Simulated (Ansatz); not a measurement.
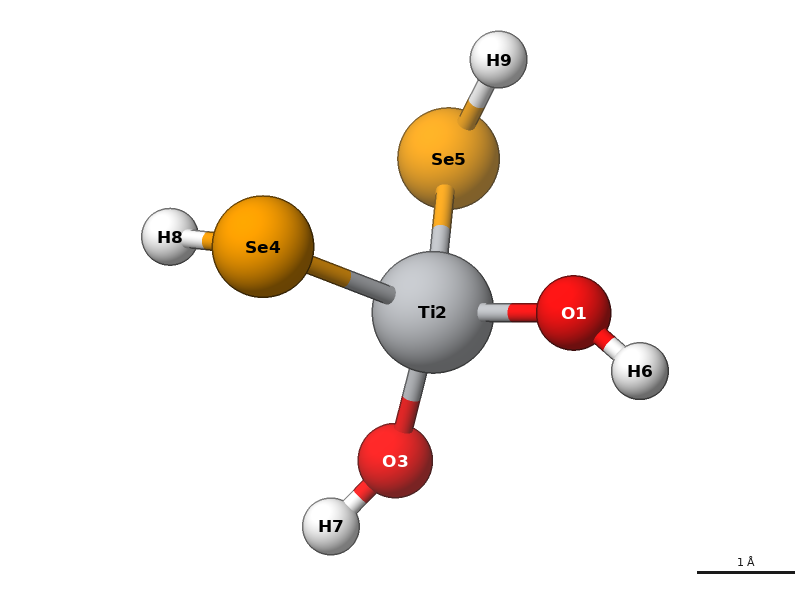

The atoms are numbered. The species is neutral and a spin singlet. The geometry was computed by an optimisation with PBE0-D4/def2-TZVP. No frequency run is at hand to confirm it as a minimum.

> What is the geometry at O1?

O1 has 2 neighbours (Ti2 at 1.77, H6 at 0.96 Å); the arrangement is bent.

> Describe the coordination of atom 5.

Se5 has 2 neighbours (Ti2 at 2.43, H9 at 1.47 Å); the arrangement is bent.

> Describe the coordination of atom 3.

O3 has 2 neighbours (Ti2 at 1.76, H7 at 0.96 Å); the arrangement is bent.

> How are the neighbours of atom 4 arranged?

Se4 has 2 neighbours (Ti2 at 2.43, H8 at 1.47 Å); the arrangement is bent.
